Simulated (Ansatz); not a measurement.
**One shape, several levels: SO3 (sulfur trioxide)**

We compute a comparison of 6 runs (UPBE0/STO-3G, wB97M-V/STO-3G, wB97X/STO-3G, RPA@PBE/STO-3G, CCSD/STO-3G, CCSD(T)/STO-3G) of SO3 (sulfur trioxide). 

The results are computed with Ansatz 0.2.0.

48 further runs of the same task are left out: 12 that didn't finish, 36 set aside as unsound or not needed.

**1. The system as given**

SO3 has 4 atoms, charge 0, and is taken as a singlet. As SMILES, `O=S(=O)=O`. The S2–O1 distance was set to 2.127 Å, away from the relaxed value.

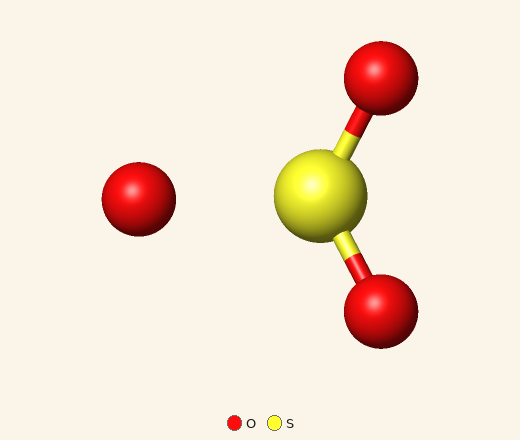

The structure, seen from a chosen angle (oxygen red, sulfur yellow).

**2. A single-point energy at UPBE0/STO-3G (run 1)**

molecule.yaml

```yaml
crystal:
  periodic: [false, false, false]
  atoms:
    - {symbol: O, position_ang: [-1.680403, -1.025585, 0.804506]}
    - {symbol: S, position_ang: [0.000050, -0.000150, -0.000380]}
    - {symbol: O, position_ang: [1.307630, -0.327510, 0.440320]}
    - {symbol: O, position_ang: [-0.187450, 1.011420, -0.976150]}
basis:
  gaussian: {orbitals: STO-3G}
magnetization: {spin_polarized: true, initial_magnetization: 0}
hamiltonian: {xc: {name: PBE0}}
accuracy: high
```

Launch:

```
$ ansatz run molecule.yaml --threads 1 --pin off --max-ram 2610MiB --events-out events.jsonl --progress --plain --runs-dir runs
```

Standard output:

```text
Warning: RAYON_NUM_THREADS=1 ignored (pool sized by the plan → 1); use --threads N
Functional definition: PBE0
  name "PBE0"
  parameter a = 0.25
  parameter kappa = 0.804
  parameter beta = 0.06672455060314922
  exchange = (1 - a)*pbe_x(kappa = kappa, mu = beta*pi^2/3) + a*exact_x
  correlation = pbe_c(beta = beta)
446 factors; integrals over basis functions are off by at most 2.8e-8 eV
mean field evaluation 1: about -16734.0444 eV, gradient 4.3e1 eV
mean field evaluation 2: about -16546.1665 eV, gradient 6.0e1 eV
mean field evaluation 4: about -16733.7350 eV, gradient 4.0e1 eV
mean field evaluation 8: about -16750.2001 eV, gradient 8.5e-2 eV
mean field evaluation 16: about -16749.4044 eV, gradient 7.6e0 eV
mean field evaluation 32: about -16751.1244 eV, gradient 8.2e-2 eV
mean field evaluation 64: about -16751.1262 eV, gradient 1.2e-1 eV
mean field -16751.12811273 eV, -615.5926038202 hartree, gradient 1.1e-8 eV, S^2 0.945121; 7 other end points of the search recorded, 0 dependent functions left out
reference -16751.12811347 eV, -615.5926038476 hartree; 20, 20 occupied and 4, 4 virtual orbitals, 446 factors
Total energy: -16751.12811347 eV, -615.5926038476 hartree
```

Run time: 35 s. Hardware: 1 thread of Arm Neoverse V1, shared host; peak memory 0.14 GiB.

**3. The energy at wB97M-V/STO-3G (run 2)**

job.yaml

```yaml
crystal:
  periodic: [false, false, false]
  atoms:
    - {symbol: O, position_ang: [-1.680403, -1.025585, 0.804506]}
    - {symbol: S, position_ang: [0.000050, -0.000150, -0.000380]}
    - {symbol: O, position_ang: [1.307630, -0.327510, 0.440320]}
    - {symbol: O, position_ang: [-0.187450, 1.011420, -0.976150]}
basis:
  gaussian: {orbitals: STO-3G}
hamiltonian: {xc: {name: wB97M-V}}
accuracy: high
```

Launch:

```
$ ansatz run job.yaml --threads 1 --pin off --max-ram 2610MiB --events-out events.jsonl --progress --plain --runs-dir runs
```

Standard output, cut to the lines that bear on the results:

```text
Warning: RAYON_NUM_THREADS=1 ignored (pool sized by the plan → 1); use --threads N
Functional definition: wB97M-V
  name "wB97M-V"
[...]
  gx(w, u) = 1 - cx + cx01*u + cx10*w
  gss(w, u) = css00 + css04*u^4 + css10*w + css20*w^2 + css43*w^4*u^3
  gos(w, u) = cos00 + cos10*w + (cos20 + cos21*u)*w^2 + (cos60 + cos61*u)*w^6
[...]
      + integral(e_c_pw_mod_opposite_spin*gos(b97_w_opposite, b97_u_opposite)) + vv10(b, c)
446 factors; integrals over basis functions are off by at most 2.8e-8 eV
150 factors; integrals over basis functions are off by at most 6.2e-10 eV
[...]
mean field -16760.36140591 eV, -615.9319210862 hartree, gradient 6.5e-8 eV, S^2 0.000000; 0 other end points of the search recorded, 0 dependent functions left out
reference -16760.36140706 eV, -615.9319211285 hartree; 20, 20 occupied and 4, 4 virtual orbitals, 446 factors
Total energy: -16760.36140706 eV, -615.9319211285 hartree
```

Wall time 26 s (1 thread of Arm Neoverse V1, shared host); peak memory 0.28 GiB.

Runs 3 to 5 aren't shown in full; the table further down has their settings and results.

**4. A single-point energy at CCSD(T)/STO-3G (run 6)**

input.yaml

```yaml
crystal:
  periodic: [false, false, false]
  atoms:
    - {symbol: O, position_ang: [-1.680403, -1.025585, 0.804506]}
    - {symbol: S, position_ang: [0.000050, -0.000150, -0.000380]}
    - {symbol: O, position_ang: [1.307630, -0.327510, 0.440320]}
    - {symbol: O, position_ang: [-0.187450, 1.011420, -0.976150]}
basis:
  gaussian:
    orbitals: STO-3G
magnetization:
  spin_polarized: false
  initial_magnetization: 0
accuracy: high
correlation:
  method: ccsd_t
  frozen_orbitals: {O: 1, S: 5}
scf:
  omitted_lower_state_checks: [cluster_reference, increment]
```

Launch:

```
$ ansatz run input.yaml --threads 1 --pin off --max-ram 2610MiB --events-out events.jsonl --progress --plain --runs-dir runs
```

Standard output:

```text
Warning: RAYON_NUM_THREADS=1 ignored (pool sized by the plan → 1); use --threads N
[... 13 lines left out ...]
8 core orbitals not correlated: weight in the atoms' cores, before any rotation towards them, 1.000 or more for the frozen orbitals, at most 0.000 for the correlated occupied ones
[... 54 lines left out ...]
WARN: these amplitudes may be one of several solutions (largest doubles amplitude 0.28, level shift 3.85 eV)
Total energy: -16721.54724288 eV, -614.5055269041 hartree
Checks for a lower state left out: cluster_reference, increment
```

Wall time 0.44 s (1 thread of Arm Neoverse V1, shared host).

**5. The series**

```tsv
run	level	frozen core orbitals	energy (Eh)	wall time
1	UPBE0/STO-3G	–	-615.592604	35 s
2	wB97M-V/STO-3G	–	-615.931921	26 s
3	wB97X/STO-3G	–	-615.841598	6.3 s
4	RPA@PBE/STO-3G	8	-614.629873	2.7 s
5	CCSD/STO-3G	8	-614.485032	0.44 s
6	CCSD(T)/STO-3G	8	-614.505527	0.44 s
```

**6. Outcome**

```
                                          quantity          value
                               run 6: total energy  -614.50553 Eh
run 6: correlation energy (8 core orbitals frozen)     -239.8 mEh
                             run 6: (T) correction     -20.50 mEh
                              run 6: T1 diagnostic          0.027
```

In words: Totals of different functionals can't be ranked against each other. In runs 4, 5, 6 the log says that unrestricted orbitals would lower the reference, so the values rest on an unstable closed-shell determinant (other closed-shell runs at this shape may share the fault). In runs 1, 2, 3, 4, 5, 6 the basis is minimal, so the values are rough. Spin contamination of the reference: run 1 ⟨S²⟩ = 0.95. Where it is this large, the reference is a mixture of spin states, and values that rest on it are in doubt. All runs together took 71 s, the longest 35 s.
